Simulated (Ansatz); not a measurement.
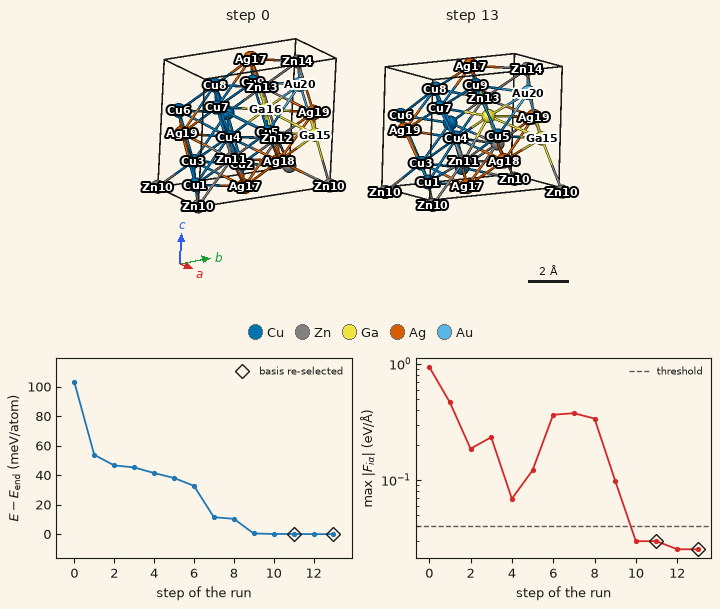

First and last geometry of a relaxation of solid Zn5Ga2Cu9Ag3Au (a generated structure, set up in P1) (coarse preliminary run), with the history of the run. The picture is a ball-and-stick view of the cell of the calculation, seen slightly off an axis.

Case: elements placed on the bcc lattice with unlike neighbours.

These are results of DFT r2SCAN, scalar-relativistic, plane waves, PAW (Ansatz), not measurements.

Input file:
```yaml
crystal:
  lattice:
    - [-4.62641544, 4.62641544, -1.54213848]
    - [-4.62641544, -1.54213848, 4.62641544]
    - [1.54213848, 4.62641544, 4.62641544]
  atoms:
    - { symbol: Cu, position: [0.6004102191, 0.0969825516, 0.0971909975] }
    - { symbol: Cu, position: [0.1002774668, 0.6011540851, 0.1017477397] }
    - { symbol: Cu, position: [0.1964534194, 0.2000591864, 0.2021706209] }
    - { symbol: Cu, position: [0.3983943695, 0.3972335016, 0.390326101] }
    - { symbol: Cu, position: [0.0038247636, 0.5013414371, 0.5046156428] }
    - { symbol: Cu, position: [0.098616581, 0.1005859023, 0.60080033] }
    - { symbol: Cu, position: [0.6964651186, 0.2010564309, 0.7004257541] }
    - { symbol: Cu, position: [0.2977485972, 0.3020270091, 0.7966474673] }
    - { symbol: Cu, position: [0.9042752606, 0.4025954609, 0.8978707829] }
    - { symbol: Zn, position: [0.0046770478, 0.9978931192, 0.0062822859] }
    - { symbol: Zn, position: [0.7990810627, 0.3015583181, 0.2978328874] }
    - { symbol: Zn, position: [0.2925618761, 0.8048240398, 0.3001526874] }
    - { symbol: Zn, position: [0.1980058786, 0.6986607416, 0.7015628862] }
    - { symbol: Zn, position: [0.4011724085, 0.89791439, 0.9004361398] }
    - { symbol: Ga, position: [0.8988764019, 0.9019371097, 0.4027403934] }
    - { symbol: Ga, position: [0.5938834554, 0.6064751919, 0.6022608315] }
    - { symbol: Ag, position: [0.4967407583, 0.5061747387, 0.0014728479] }
    - { symbol: Ag, position: [0.6968398293, 0.6985009424, 0.2007945361] }
    - { symbol: Ag, position: [0.5022029162, 0.0053591487, 0.4992645693] }
    - { symbol: Au, position: [0.8000754331, 0.7965580813, 0.7990667139] }
  symmetry: { detect: false }
basis:
  ecutwfc: 500
kpoints:
  mp_grid: { grid: [2, 2, 2], shift: [0.5, 0.5, 0.5] }
hamiltonian:
  xc: r2scan
scf:
  occupations: { method: gaussian, width: 0.1 }
  lower_state_search: "off"
output:
  forces: true
  stress: true
  eigenvalues: true
relax:
  adjacent_minimum: "off"
  f_tol: 0.04
  max_steps: 50
  cell: { stress_tol: 0.3 }
```

Run as
```bash
ansatz run input.yaml --threads 4 --pin off --max-ram 9216MiB --backend cpu --events-out ev --progress --plain --runs-dir out
```

What do the curves and the structures tell?

It converged. Ga16 moves most relative to the cell: 0.65 Å along [2 −1 0]. By element the largest moves are Ga 0.65 Å, Cu 0.59 Å, Ag 0.57 Å, Zn 0.51 Å, Au 0.36 Å. The drawn cell changes as follows: a 6.722 → 6.950 Å (+3.4 %), b 6.722 → 6.527 Å (−2.9 %), c 6.722 → 6.508 Å (−3.2 %), α 80.9° → 84.5°, β 80.9° → 74.3°, γ 80.9° → 74.4°; the volume changes by −6.7 %. Near-neighbour distances that change, for instance: Zn11–Ag19 3.055 → 4.003 Å, Cu6–Zn14 3.099 → 4.046 Å, Cu1–Zn12 3.090 → 3.925 Å, Cu5–Cu7 3.114 → 3.922 Å. New bonds form, among them: Cu4–Zn13 (3.14 → 2.54 Å), Cu9–Ga16 (3.12 → 2.52 Å). The space group stays P1 (No. 1). After 11 accepted moves (13 points after the start) the energy has fallen by 103 meV per atom. Largest force component: 0.94 eV/Å at the start, 0.025 eV/Å at the end. The pressure goes from −6.63 to 0.11 GPa. The SCF was repeated twice at an unchanged geometry on a basis and grid sized afresh for the cell, which shifted the energy by less than 0.05 meV per atom at most.

```json
{"step": "0", "E − E(0), meV/atom": "0.00", "largest force component, eV/Å": "0.9407", "pressure, GPa": "-6.63", "volume, Å³/atom": "14.670", "note": ""}
{"step": "1", "E − E(0), meV/atom": "-49.35", "largest force component, eV/Å": "0.4653", "pressure, GPa": "-0.18", "volume, Å³/atom": "13.704", "note": ""}
{"step": "2", "E − E(0), meV/atom": "-56.53", "largest force component, eV/Å": "0.1859", "pressure, GPa": "0.88", "volume, Å³/atom": "13.590", "note": ""}
{"step": "3", "E − E(0), meV/atom": "-57.90", "largest force component, eV/Å": "0.2335", "pressure, GPa": "1.36", "volume, Å³/atom": "13.588", "note": ""}
{"step": "4", "E − E(0), meV/atom": "-61.70", "largest force component, eV/Å": "0.0690", "pressure, GPa": "-0.55", "volume, Å³/atom": "13.768", "note": ""}
{"step": "5", "E − E(0), meV/atom": "-65.09", "largest force component, eV/Å": "0.1211", "pressure, GPa": "-0.22", "volume, Å³/atom": "13.761", "note": ""}
{"step": "6", "E − E(0), meV/atom": "-70.38", "largest force component, eV/Å": "0.3646", "pressure, GPa": "0.88", "volume, Å³/atom": "13.678", "note": ""}
{"step": "7", "E − E(0), meV/atom": "-91.69", "largest force component, eV/Å": "0.3756", "pressure, GPa": "1.29", "volume, Å³/atom": "13.574", "note": ""}
{"step": "8", "E − E(0), meV/atom": "-92.78", "largest force component, eV/Å": "0.3379", "pressure, GPa": "0.37", "volume, Å³/atom": "13.653", "note": ""}
{"step": "9", "E − E(0), meV/atom": "-102.72", "largest force component, eV/Å": "0.0987", "pressure, GPa": "0.06", "volume, Å³/atom": "13.688", "note": ""}
{"step": "10", "E − E(0), meV/atom": "-103.07", "largest force component, eV/Å": "0.0298", "pressure, GPa": "-0.04", "volume, Å³/atom": "13.690", "note": ""}
{"step": "11", "E − E(0), meV/atom": "-103.05", "largest force component, eV/Å": "0.0298", "pressure, GPa": "-0.06", "volume, Å³/atom": "13.690", "note": "same geometry, new basis"}
{"step": "12", "E − E(0), meV/atom": "-103.17", "largest force component, eV/Å": "0.0254", "pressure, GPa": "0.11", "volume, Å³/atom": "13.681", "note": ""}
{"step": "13", "E − E(0), meV/atom": "-103.17", "largest force component, eV/Å": "0.0253", "pressure, GPa": "0.11", "volume, Å³/atom": "13.681", "note": "same geometry, new basis"}
```

Limits of the set-up: the k-point mesh is coarse for a cell with partly filled bands.
